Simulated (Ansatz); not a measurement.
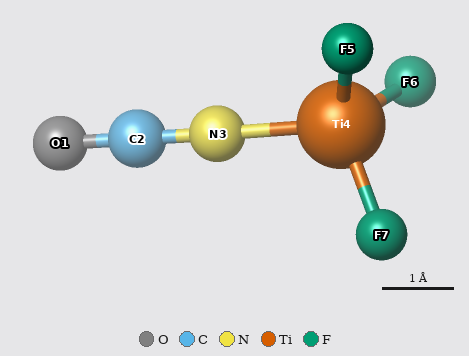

Figure 1. The structure as given in the input (ball-and-stick view, seen at a tilt; atoms are numbered from 1 in the order of the input). Sticks mark near contacts. Bond lengths as drawn: C–N 1.20 Å, C–O 1.16 Å, F–Ti 1.74 Å and N–Ti 1.86 Å.

## Single-point calculation, with input and output: CF3NOTi

The run: single-point calculation of CF3NOTi, SMILES O=C=[N][Ti]([F])([F])[F]. Method and program: RKS BHLYP-D4/def2-TZVPP (Ansatz 0.2.0).

The geometry comes from this level: PBE0-D4/def2-TZVP.

**Output**
```
Functional definition: BHLYP
  name "BHLYP"
  cite "Becke, J. Chem. Phys. 98, 1372 (1993) doi:10.1063/1.464304"
  cite "Becke, Phys. Rev. A 38, 3098 (1988) doi:10.1103/PhysRevA.38.3098"
  cite "Lee, Yang & Parr, Phys. Rev. B 37, 785 (1988) doi:10.1103/PhysRevB.37.785"
  parameter a = 0.5
  exchange = (1 - a)*b88_x + a*exact_x
  correlation = lyp_c
1646 factors; their error is unknown
mean field evaluation 1: about -35834.1620 eV, gradient 8.5e1 eV
mean field evaluation 2: about -35745.6814 eV, gradient 2.8e2 eV
mean field evaluation 4: about -35845.4532 eV, gradient 1.2e1 eV
mean field evaluation 8: about -35845.7485 eV, gradient 1.6e-1 eV
mean field evaluation 16: about -35846.1066 eV, gradient 5.9e-4 eV
mean field -35846.10659876 eV, -1317.3201201409 hartree, gradient 6.2e-5 eV, S^2 0.000000; 0 other end points of the search recorded, 0 dependent functions left out
reference -35846.10678732 eV, -1317.3201270700 hartree; 35, 35 occupied and 215, 215 virtual orbitals, 1646 factors
Total energy: -35846.31163888 eV, -1317.3276552260 hartree
```

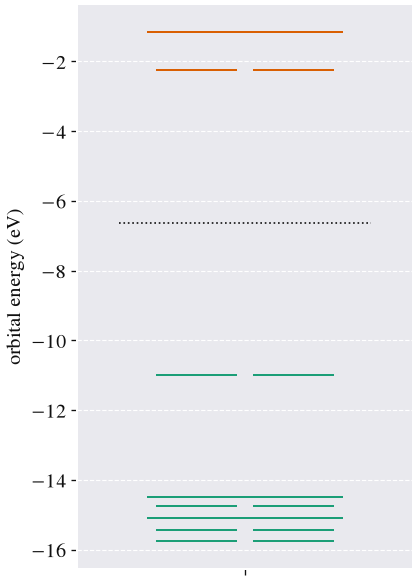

Figure 2. Orbital energies near the frontier; the dotted line parts filled from empty levels, and levels within 0.02 eV of each other stand side by side. Highest filled −11.00 eV, lowest empty −2.25 eV, 8.75 eV apart.

This output came from the following input.

**Input**
```yaml
crystal:
  periodic: [false, false, false]
  atoms:
    - {symbol: O, position_ang: [0.487640, 3.012012, 0.816659]}
    - {symbol: C, position_ang: [0.310659, 1.908464, 0.510008]}
    - {symbol: N, position_ang: [0.126400, 0.761556, 0.190360]}
    - {symbol: Ti, position_ang: [-0.150756, -1.019021, -0.280158]}
    - {symbol: F, position_ang: [-1.375139, -1.710210, 0.746390]}
    - {symbol: F, position_ang: [1.332267, -1.910628, -0.089562]}
    - {symbol: F, position_ang: [-0.669772, -1.110073, -1.939396]}
basis:
  gaussian: {orbitals: def2-TZVPP}
hamiltonian: {xc: {name: BHLYP}, dispersion: d4}
output: {orbitals: {seedname: orbitals}}
```

Launch command:
```bash
ansatz run in.yaml --threads 4 --pin off --events-out ev --progress --plain --max-ram 11315MiB
```

**Key numbers**

| quantity | value |
| --- | --- |
| outcome | converged |
| total energy | −35846.3116 eV |
| mean-field energy | −35846.1068 eV |
| dispersion energy | −0.2049 eV |
| SCF solution under orbital rotations | stable |
| HOMO | −11.00 eV |
| LUMO | −2.25 eV |
| hardware | 4 threads of Arm Neoverse V1, 23 GiB of memory available, shared host |
| wall time | 6.5 s (CPU time 21 s) |
| peak memory | 0.74 GiB |
